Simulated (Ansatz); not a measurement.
**Fields on a plane of GaN (zinc blende)**

```yaml
crystal:
  lattice:
    - [0.00000, 2.27440, 2.27440]
    - [2.27440, 0.00000, 2.27440]
    - [2.27440, 2.27440, 0.00000]
  atoms:
    - { symbol: N, position: [0.75000, 0.75000, 0.75000] }
    - { symbol: Ga, position: [0.00000, 0.00000, 0.00000] }
```

The slice is a {110} plane (indices of the conventional cell) through the point (0.750, 0.750, 0.750) (fractional), spanned by u = [100] and v = [1 -1 -1] in vectors of this cell: u (3.22 Å) and v (4.55 Å, at 90° to u). It covers one period; positions are fractions (u, v).

Atoms on it: N at (0.00, 0.00); Ga at (0.50, 0.75).

Computed with PBE (plane waves to 420 eV, PAW, scalar-relativistic; Ansatz, a first-principles code). k mesh 12×12×12. These are valence fields of a PAW run, semicore shells included where kept as valence: close to a nucleus they are smooth pseudo fields. GaN was relaxed with its symmetry unable to fall. The PAW data are Ansatz's earlier set.

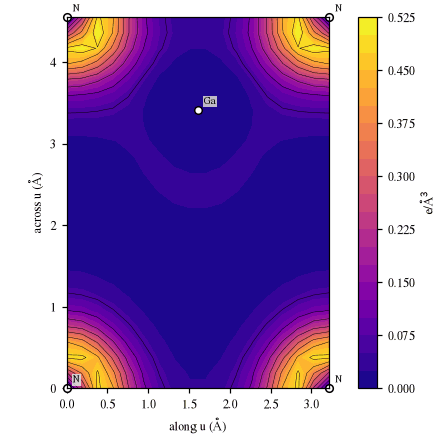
Figure: Density of the highest valence band (whole band, smooth part) in e/Å³, one period of the plane, atoms marked. 

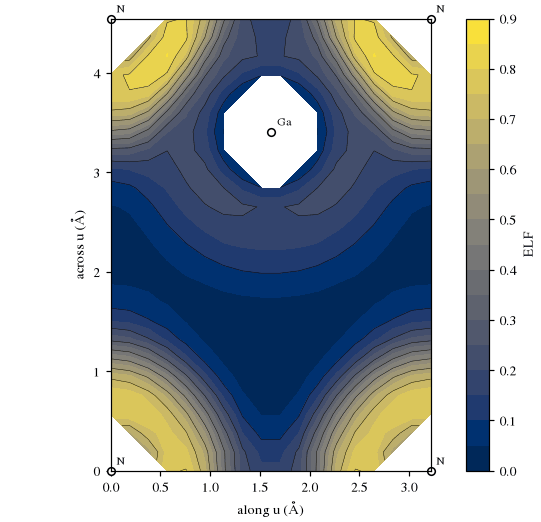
*Electron localisation function (ELF), one period of the plane, atoms marked. Points within 0.4 Å of a nucleus are left white, as the pseudised field means little there.*

| Quantity | Result |
|---|---|
| Density on the N–Ga line (1.97 Å) at its density minimum, 1.0 Å from N | 0.68 e/Å³ |
| ELF at that point | 0.4 |
| Character of the N–Ga contact (rough rule: ELF there above 0.7 covalent, below 0.2 ionic, polar between) | polar, between covalent and ionic |
| Element round which the density of the highest valence band (whole band, smooth part) is largest on this plane | N |
